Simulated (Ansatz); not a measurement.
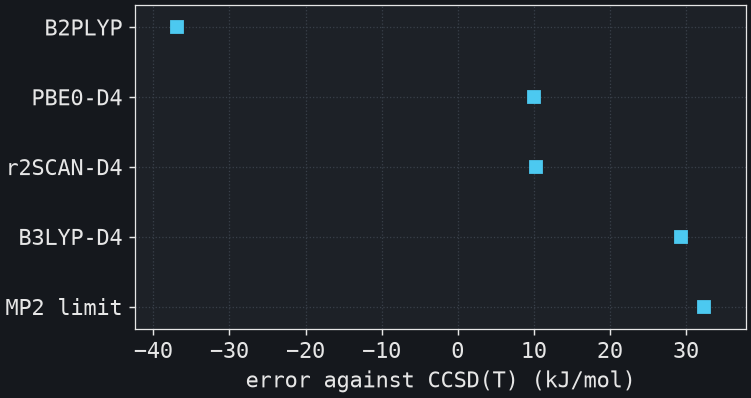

Error in the electronic atomisation energy (method less reference, so positive means overbinding) of C₂H₁₀BNSi, SMILES CCBN[SiH3]: functionals in def2-TZVPP against frozen-core CCSD(T) at the limit (MP2 extrapolated from triple and quadruple zeta, plus CCSD(T) less MP2 in a smaller set), which gives 5512.7 kJ/mol, at a PBE0-D4/def2-TZVP geometry (no frequency check), no zero-point or spin-orbit term, the Ansatz code 0.2.0. The reference leaves out core correlation, a term that grows with the number of heavy atoms. B2PLYP holds a correlation term that converges slowly with the basis, so part of the distance to the limit is basis error. No dispersion term is added to B2PLYP. Limit means the basis limit.

Which of these levels overbind, and which underbind?

Overbind: B3LYP-D4 and MP2 limit. Underbind: B2PLYP. Within 25 kJ/mol of zero, too close to call in view of what the reference leaves out: PBE0-D4 and r2SCAN-D4.

What range do the values span?

From −36.9 kJ/mol (B2PLYP) to 32.4 kJ/mol (MP2 limit).

Limits of at least one run: one conformer of a flexible molecule.
